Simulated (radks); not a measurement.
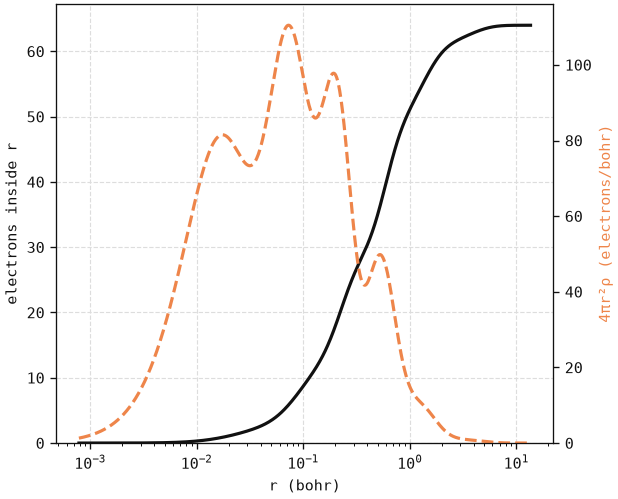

System: a free Gd atom, configuration [Xe] 4f7 5d1 6s2. The calculation used the in-house radial solver radks at this level: non-relativistic Kohn-Sham, LDA (Slater exchange, Perdew-Wang correlation), spin-unpolarised, spherical densities, point nucleus.

```
Z 64
configuration [Xe] 4f7 5d1 6s2
relativity non-relativistic
functional lda,pw
spin unpolarised
nucleus point
```

The plot shows the number of electrons inside radius r (solid) and the radial density 4πr²ρ (dashed).

What does the plot show?

The count levels off at 64 electrons. Half of them lie within 0.438 bohr, 90 % within 1.62 bohr and 99 % within 4.85 bohr. The radial density has minima at 0.0315, 0.130 and 0.380 bohr, where the count stands at 2.0, 11.4 and 29.5; these part the shells that the density resolves.
